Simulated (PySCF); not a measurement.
# One shape, several levels: CH5FSSi (SMILES C[SiH](F)S)

Wanted: a comparison of 5 runs (HF/def2-SVP, HF/6-311G**, PBE0/6-31G, B3LYP/6-31G*, PBE0/def2-SVP) of CH5FSSi. Input form: a Python script.

Program for the calculation: PySCF 2.14.0.

## (1) The system as given

The species is CH5FSSi (9 atoms), meant as a singlet with charge 0. As SMILES, `C[SiH](F)S`. The shape is that of a PBE0-D4/def2-TZVP optimisation. This is one conformer, not always the lowest.

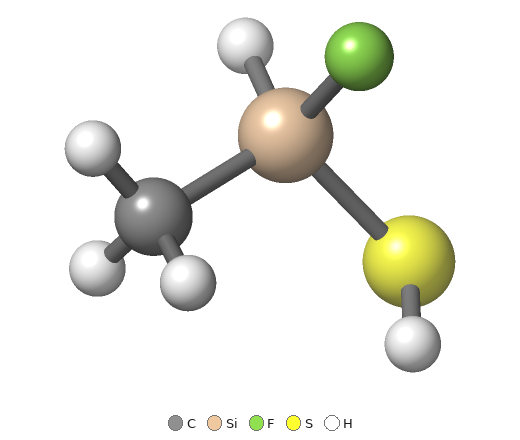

Viewed from a chosen angle; carbon grey, silicon light orange, fluorine green, sulfur yellow, hydrogen white.

## (2) Energy and gradient at HF/def2-SVP (run 1)

The input, calc.py:

```python
from pyscf import gto, scf

molecule = gto.Mole()
molecule.atom = '''
C     -0.445031     0.885148    -1.952087
Si     0.996642    -1.057491     0.575233
F      3.646793     0.212594     1.299376
S     -1.358335    -1.379878     3.811389
H     -2.223263     0.047432    -2.579476
H     -0.828834     2.799818    -1.280856
H      0.831291     1.016484    -3.570638
H      1.517828    -3.696682    -0.194453
H     -1.969662     1.085270     3.859010
'''
molecule.verbose = 3
molecule.spin = 0
molecule.unit = 'bohr'
molecule.basis = 'def2-svp'
molecule.max_memory = 1860
molecule.build()

hf = scf.RHF(molecule)
hf.conv_tol = 1e-10
hf.kernel()
if not hf.converged:
    hf = hf.newton().run(hf.mo_coeff, hf.mo_occ)

e_tot = hf.e_tot
print(f'total energy: {e_tot:.8f} hartree')
grad = hf.nuc_grad_method().kernel()
hf.analyze()
```

Run with:

```console
$ OMP_NUM_THREADS=1 python calc.py
```

What it wrote:

```text
converged SCF energy = -826.459214783953
[... 23 lines left out ...]
MO #14  energy= -0.987189738055735 occ= 2
[... 14 lines left out ...]
MO #29  energy= 0.212090249776042  occ= 0
[... 14 lines left out ...]
MO #44  energy= 0.756862636581185  occ= 0
[... 14 lines left out ...]
MO #59  energy= 1.30968352644346   occ= 0
[... 14 lines left out ...]
MO #74  energy= 2.12438226198297   occ= 0
[... 14 lines left out ...]
MO #89  energy= 3.95332372025242   occ= 0
[... 10 lines left out ...]
Dipole moment(X, Y, Z, Debye): -1.33035,  0.86216, -1.62950
```

It took 12 s on 1 thread of Intel Xeon at 2.70GHz, shared host; peak memory 0.18 GiB.

## (3) Energy and gradient at HF/6-311G(d,p) (run 2)

The input, job.py:

```python
import pyscf.grad
from pyscf import gto, scf

molecule = gto.Mole()
molecule.atom = '''
C       -0.235500       0.468400      -1.033000
Si       0.527400      -0.559600       0.304400
F        1.929800       0.112500       0.687600
S       -0.718800      -0.730200       2.016900
H       -1.176500       0.025100      -1.365000
H       -0.438600       1.481600      -0.677800
H        0.439900       0.537900      -1.889500
H        0.803200      -1.956200      -0.102900
H       -1.042300       0.574300       2.042100
'''
molecule.spin = 0
molecule.verbose = 3
molecule.charge = 0
molecule.basis = '6-311g**'
molecule.max_memory = 1860
molecule.build()

mf = scf.RHF(molecule)
mf.conv_tol = 1e-10
mf.kernel()
if not mf.converged:
    mf = mf.newton().run(mf.mo_coeff, mf.mo_occ)

etot = mf.e_tot
print(f'total energy: {etot:.8f} hartree')
grad = mf.Gradients().kernel()
mf.analyze()
```

Run with:

```console
$ OMP_NUM_THREADS=1 python job.py
```

What it wrote:

```text
converged SCF energy = -826.836582491638
[... 27 lines left out ...]
MO #18  energy= -0.665813128525761 occ= 2
[... 19 lines left out ...]
MO #38  energy= 0.36552893821996   occ= 0
[... 19 lines left out ...]
MO #58  energy= 1.16186209546789   occ= 0
[... 19 lines left out ...]
MO #78  energy= 1.94637032314499   occ= 0
[... 19 lines left out ...]
MO #98  energy= 4.12026072633891   occ= 0
[... 19 lines left out ...]
MO #118 energy= 192.265994327098   occ= 0
[... 10 lines left out ...]
Dipole moment(X, Y, Z, Debye): -1.31341,  0.84195, -1.86782
```

Run time: 21 s. Hardware: 1 thread of Intel Xeon at 2.70GHz, shared host; peak memory 0.3 GiB.

Runs 3 to 4 aren't shown in full; the table further down has their settings and results.

## (4) Energy and gradient at PBE0/def2-SVP (run 5)

The input, run.py:

```python
import pyscf.grad
from pyscf import gto, dft

system = gto.M(
    atom='''
C     -0.445031     0.885148    -1.952087
Si     0.996642    -1.057491     0.575233
F      3.646793     0.212594     1.299376
S     -1.358335    -1.379878     3.811389
H     -2.223263     0.047432    -2.579476
H     -0.828834     2.799818    -1.280856
H      0.831291     1.016484    -3.570638
H      1.517828    -3.696682    -0.194453
H     -1.969662     1.085270     3.859010
''',
    charge=0,
    unit='bohr',
    verbose=3,
    basis='def2-svp',
    max_memory=1860,
)

mf = dft.RKS(system, xc='pbe0')
mf.grids.level = 5
mf.conv_tol = 1e-10
mf.kernel()
if not mf.converged:
    mf = mf.newton().run(mf.mo_coeff, mf.mo_occ)

e_final = mf.e_tot
print('E(%s) = %.9f' % ('PBE0', e_final))
grad = mf.Gradients().kernel()
mf.analyze()
```

Run with:

```console
$ OMP_NUM_THREADS=1 python run.py
```

What it wrote:

```text
converged SCF energy = -828.009854480713
[... 23 lines left out ...]
MO #14  energy= -0.764685066953146 occ= 2
[... 14 lines left out ...]
MO #29  energy= 0.0686666945281704 occ= 0
[... 14 lines left out ...]
MO #44  energy= 0.567193395735763  occ= 0
[... 14 lines left out ...]
MO #59  energy= 1.05460041600753   occ= 0
[... 14 lines left out ...]
MO #74  energy= 1.85936243590761   occ= 0
[... 14 lines left out ...]
MO #89  energy= 3.55809183689447   occ= 0
[... 10 lines left out ...]
Dipole moment(X, Y, Z, Debye): -1.22364,  0.97635, -1.51117
```

Run time: 43 s. Hardware: 1 thread of Intel Xeon at 2.70GHz, shared host; peak memory 0.87 GiB.

## (5) The series

| run | level | integration grid | energy (Eh) | dipole moment (D) | HOMO energy (eV) | LUMO energy (eV) | wall time |
| --- | --- | --- | --- | --- | --- | --- | --- |
| 1 | HF/def2-SVP | – | -826.459215 | 2.27 | -10.60 | 4.17 | 12 s |
| 2 | HF/6-311G** | – | -826.836582 | 2.43 | -10.66 | 3.39 | 21 s |
| 3 | PBE0/6-31G | 5 | -828.180607 | 2.98 | -7.88 | 0.77 | 23 s |
| 4 | B3LYP/6-31G* (spherical functions) | 5 | -828.733765 | 2.26 | -7.37 | 0.56 | 42 s |
| 5 | PBE0/def2-SVP | 5 | -828.009854 | 2.18 | -7.66 | 0.82 | 43 s |

## (6) Summary of results

| quantity | value |
| --- | --- |
| run 5: total energy | -828.00985 Eh |
| run 5: dipole moment | 2.18 D |
| run 5: HOMO energy | -7.66 eV |
| run 5: LUMO energy | 0.82 eV |
| run 5: HOMO–LUMO gap | 8.48 eV |
| run 5: largest force on an atom | 0.985 eV/Å |

**Reading.** The dipole moment (its size) runs from 2.18 D (PBE0/def2-SVP) to 2.98 D (PBE0/6-31G). The HOMO–LUMO gap runs from 7.93 eV (B3LYP/6-31G*) to 14.77 eV (HF/def2-SVP). The two ends differ in method and basis. Totals of different functionals can't be ranked against each other. All runs together took 2.4 min, the longest 43 s.
